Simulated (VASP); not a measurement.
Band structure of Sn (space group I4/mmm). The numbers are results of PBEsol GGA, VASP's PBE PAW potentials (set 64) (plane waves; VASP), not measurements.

Unless said otherwise, spin-orbit coupling is left out, though it shifts the bands of the heavy elements here.

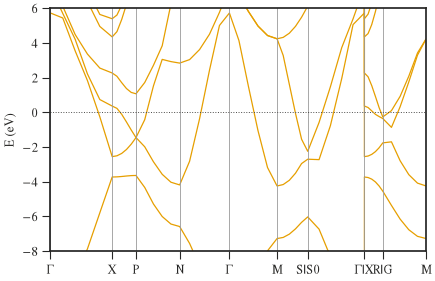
Figure: Bands along high-symmetry lines, zero at the valence-band maximum or, without a gap, the Fermi level

Question: Read the plot: is there a gap, and where are the band edges?

Answer: It has no gap at this level: it comes out as a metal or semimetal.

The structure comes from a measured Sn entry (I4/mmm) of the Crystallography Open Database, whose conditions weren't checked. The cell was not relaxed at this level.
